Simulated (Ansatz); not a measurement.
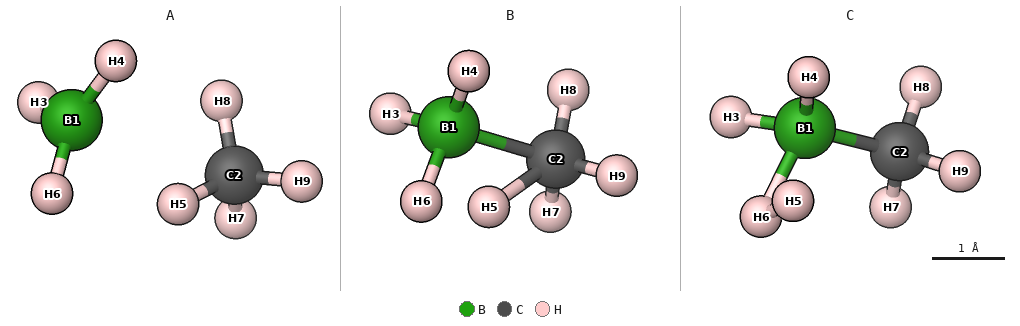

Three geometries of CH₇B: a saddle point and the two minima that it joins, in shuffled order. A ball-and-stick model, seen at a tilt. Sticks join atoms that are closer than about 1.2 times the sum of their covalent radii (a little more with hydrogen).

Stationary points at PBE0-D4/def2-TZVP, single-point energies with PBE0-D4, B3LYP-D4, BLYP-D4, B97M-V (def2-TZVPP where no basis is named; Ansatz 0.2.0). The energies are electronic, without zero-point or thermal terms, and both ends are the minima reached downhill from the saddle, with any fragments still in contact.

Which frame is the transition state, what reaction does it lead through, and what barrier is to be expected?

Answer. Frame B is the saddle point. Counted by bonded pieces, C holds CH₅B + H₂ and A holds BH₃ + CH₄. From C over the saddle to A, bonds form: B1–H6 (1.43 → 1.27 → 1.20 Å), C2–H5 (2.44 → 1.43 → 1.10 Å). Bonds break: B1–C2 (1.59 → 1.77 → 2.70 Å), H5–H6 (0.81 → 1.12 → 2.09 Å). The saddle has one imaginary mode, 1055i cm⁻¹. With PBE0-D4 the barrier is 0.54 eV from C and 0.59 eV from A, and A lies 0.04 eV below C.

```tsv
level	barrier from C (eV)	barrier from A (eV)	A less C (eV)
PBE0-D4	0.54	0.59	−0.04
B3LYP-D4	0.61	0.87	−0.26
BLYP-D4	0.56	0.80	−0.24
B97M-V	0.53	0.74	−0.21
```
